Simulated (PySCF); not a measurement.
# H2O2Yb (Yb(OH)2+): the cost of one run

Program: PySCF 2.14.0. Level of theory: r2SCAN, Yb lcecp-1-SVP with ECP59, O def2-SVP, H def2-SVP; scalar-relativistic core potentials, no spin–orbit coupling. These are calculated values, not measurements.

6 further runs of the same task are left out: 2 for a known fault of the program, 2 that didn't finish, 2 set aside as unsound or not needed.

### Step 1. Starting geometry

5 atoms, charge 1, spin multiplicity 1.

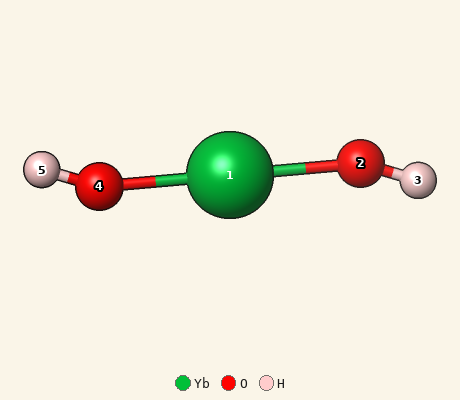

The starting geometry (ytterbium green, oxygen red, hydrogen pink); atoms are numbered from 1 in the order of the file.

As a file:

```csv
atom,x (Å),y (Å),z (Å)
Yb1,0.0000,0.0000,0.0000
O2,0.0000,0.0000,2.1098
H3,0.0000,0.3500,3.0098
O4,0.0000,0.0000,-2.1098
H5,0.0000,-0.3500,-3.0098
```

Formal oxidation states: Yb +3. Each metal's 13 4f electrons lie in its core potential, so multiplicities, spins and levels count the valence alone.

### Step 2. SCF at the start, singlet

Contents of run.py (the lines that set the calculation):

```python
mol = gto.M(atom='''
Yb     0.00000     0.00000     0.00000
O      0.00000     0.00000     2.10980
H      0.00000     0.35000     3.00980
O      0.00000     0.00000    -2.10980
H      0.00000    -0.35000    -3.00980''',
    basis={'Yb': 'lcecp-1-SVP', 'O': 'def2-SVP', 'H': 'def2-SVP'},
    ecp={'Yb': 'lcecp-1-SVP'},
    charge=1, spin=0)
mf = dft.RKS(mol, xc='R2SCAN')
mf.grids.atom_grid = (50, 194)  # f atoms: unpruned, at least (60, 302)
mf = mf.density_fit()  # fitting sets: Yb AutoAux, O def2-universal-JKFIT, H def2-universal-JKFIT
mf.conv_tol = 1e-08; mf.max_cycle = 55
mf.kernel(dm0)  # dm0: free metal ions and neutral atoms
```

The run is started by

```sh
> OMP_NUM_THREADS=2 python run.py
```

Q: Estimate wall time and peak memory on 2 threads of AMD EPYC 9R45 (Zen 5), shared host.

About 2.2 s, with a peak of 0.42 GiB.
